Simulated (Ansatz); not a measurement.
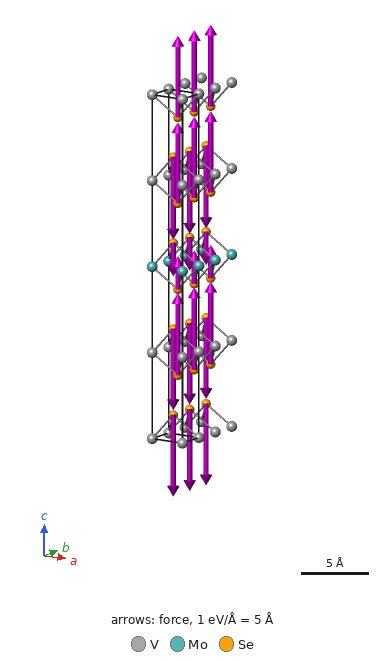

Starting geometry of crystalline V$_{3}$MoSe$_{8}$ (a generated structure, set up in P-3m1) (coarse preliminary run) with the computed forces as purple arrows. A ball-and-stick model of the cell of the calculation, repeated 1 × 3 × 1 with one cell outlined, seen slightly off an axis.

All numbers below come from DFT PBE, scalar-relativistic, plane waves, PAW (Ansatz 0.2.0).

Input file:
```yaml
crystal:
  lattice:
    - [3.55953951, 0.0, 0.0]
    - [-1.77976976, 3.08265164, 0.0]
    - [0.0, 0.0, 26.03185069]
  atoms:
    - { symbol: V, position: [0.0, 0.0, 0.75], spin: 2.0 }
    - { symbol: V, position: [0.0, 0.0, 0.0], spin: 2.0 }
    - { symbol: V, position: [0.0, 0.0, 0.25], spin: 2.0 }
    - { symbol: Mo, position: [0.0, 0.0, 0.5], spin: 1.0 }
    - { symbol: Se, position: [0.33333333, 0.66666667, 0.8125] }
    - { symbol: Se, position: [0.33333333, 0.66666667, 0.0625] }
    - { symbol: Se, position: [0.33333333, 0.66666667, 0.3125] }
    - { symbol: Se, position: [0.33333333, 0.66666667, 0.5625] }
    - { symbol: Se, position: [0.66666667, 0.33333333, 0.9375] }
    - { symbol: Se, position: [0.66666667, 0.33333333, 0.1875] }
    - { symbol: Se, position: [0.66666667, 0.33333333, 0.4375] }
    - { symbol: Se, position: [0.66666667, 0.33333333, 0.6875] }
basis:
  ecutwfc: 420
kpoints:
  mp_grid: { grid: [6, 6, 1] }
hamiltonian:
  xc: pbe
scf:
  occupations: { method: gaussian, width: 0.1 }
  lower_state_search: "off"
output:
  forces: true
  stress: true
  eigenvalues: true
  populations: true
magnetization:
  spin_polarized: true
relax:
  adjacent_minimum: "off"
  f_tol: 0.04
  max_steps: 70
  cell: { stress_tol: 0.4 }
```

Launched with:
```bash
ansatz run input.yaml --threads 4 --pin off --max-ram 8192MiB --backend cpu --events-out ev --progress --plain --runs-dir out
```

Question: Is this structure relaxed? If not, where do the atoms go?

Answer: It isn't relaxed: the largest force vector, on Se atoms, is 1.25 eV/Å. The atoms end up moving mostly along the starting forces (cosine between the two patterns 0.90). The largest moves relative to the cell, 0.24 Å, are those of Se7 and Se12. Se12 goes along +c. By element the largest moves are Se 0.24 Å, V 0.08 Å. Mo stays in place. The volume changes by −6.5 %, with a = b 3.560 → 3.326 Å (−6.6 %), c 26.032 → 27.866 Å (+7.0 %). Near-neighbour distances that change, for instance: V1–Se12 2.621 → 2.489 Å, Mo4–Se11 2.621 → 2.565 Å. Bond angles that change, for instance: Mo4–Se11–Mo4 85.5° → 80.8°, Se8–Mo4–Se11 94.5° → 99.2°, Se8–Mo4–Se8 85.5° → 80.8°. The space group stays P-3m1 (No. 164). The energy falls by 106 meV per atom in 6 accepted moves (7 points after the start). Largest force component: 1.2 eV/Å at the start, 0.0063 eV/Å at the end. The pressure goes from −8.00 to 0.09 GPa. At 1 point the geometry stayed and the basis and grid were re-selected for the new cell (energy shift of 0.1 meV per atom at most each time).
